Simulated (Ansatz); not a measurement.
# SiGeH (quartet): B2PLYP, RPA-PBE over vertical spin and charge gaps, cc-pVDZ

How well do these functionals follow the top wave-function level for SiGeH (quartet) over vertical spin and charge gaps?

Method: cc-pVDZ, all electrons in the functionals, frozen cores in the correlation of double hybrids and RPA; program: Ansatz 0.2.0, Gaussian basis.

Plan: B2PLYP, RPA-PBE, at charge 0, quartet; charge 0, doublet; charge 0, sextet; charge 1, triplet; charge 1, quintet.

3 further runs of the same task are left out: 3 set aside as unsound or not needed.

### 1 The system

The geometry is a PBE0/def2-TZVP stationary point (not a proven minimum). No spin-orbit coupling is included. The filled d shell of Ge may be among the frozen orbitals whatever the setting's name suggests; the logs give the count.

3 atoms, charge 0, spin multiplicity 4.

Atoms are counted from 1 here; the program's logs count them from 0.

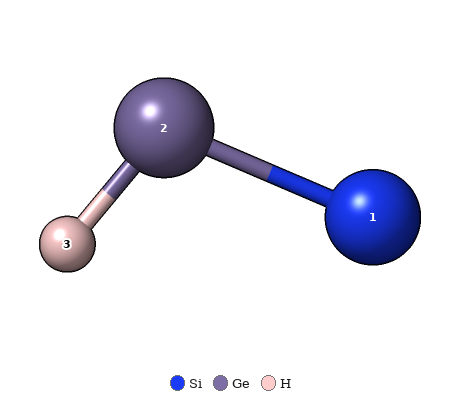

The geometry (silicon blue, germanium purple, hydrogen pink); atoms are numbered from 1 in the order of the file.

No dispersion term is added.

The geometry shown and the zero of energy belong to the point charge 0, quartet. The yardstick, UCCSDTQ, and other wave-function levels (R restricted, U unrestricted, valence and pair active spaces) come from earlier runs.

### 2 B2PLYP, charge 0, quartet

in.yaml reads:

```yaml
crystal:
  periodic: [false, false, false]
  atoms:
    - {symbol: Si, position_ang: [0.000000, 0.040626, 1.737197]}
    - {symbol: Ge, position_ang: [0.000000, -0.036181, -0.655626]}
    - {symbol: H, position_ang: [0.000000, 1.475453, -1.156210]}
basis:
  gaussian: {orbitals: cc-pVDZ}
magnetization: {spin_polarized: true, initial_magnetization: 3}
hamiltonian: {xc: {name: B2PLYP}}
correlation: {electrons: outside_noble_gas}
```

The run is started by

```
$ ansatz run in.yaml --threads 1 --pin off --events-out ev --progress --plain --max-ram 4096MiB --backend cpu
```

After this run come: B2PLYP, charge 0, doublet; B2PLYP, charge 0, sextet; B2PLYP, charge 1, triplet; B2PLYP, charge 1, quintet; RPA-PBE, charge 0, quartet; RPA-PBE, charge 0, doublet; RPA-PBE, charge 0, sextet; RPA-PBE, charge 1, triplet; RPA-PBE, charge 1, quintet.

Before running them: what should the planned runs give, taken together? Wanted: quartet to doublet, UCCSDTQ; quartet to sextet, UCCSDTQ; ionisation to the triplet cation, UCCSDTQ; ionisation to the quintet cation, UCCSDTQ; largest miss, B2PLYP; largest miss, RPA-PBE.

The runs gave:

| quantity | value |
| --- | --- |
| quartet to doublet, UCCSDTQ | -9.8 kcal/mol |
| quartet to sextet, UCCSDTQ | 62.5 kcal/mol |
| ionisation to the triplet cation, UCCSDTQ | 163.4 kcal/mol |
| ionisation to the quintet cation, UCCSDTQ | 212.7 kcal/mol |
| largest miss, B2PLYP | +7.1 kcal/mol (quartet to sextet) |
| largest miss, RPA-PBE | +6.1 kcal/mol (quartet to sextet) |

In words: Of the functionals, RPA-PBE keep the smallest largest miss at the points compared (at most 6.1 kcal/mol) and B2PLYP strays most (7.1 kcal/mol, at quartet to sextet). Functionals and the yardstick converge differently with the basis, so part of each miss in cc-pVDZ is the basis.
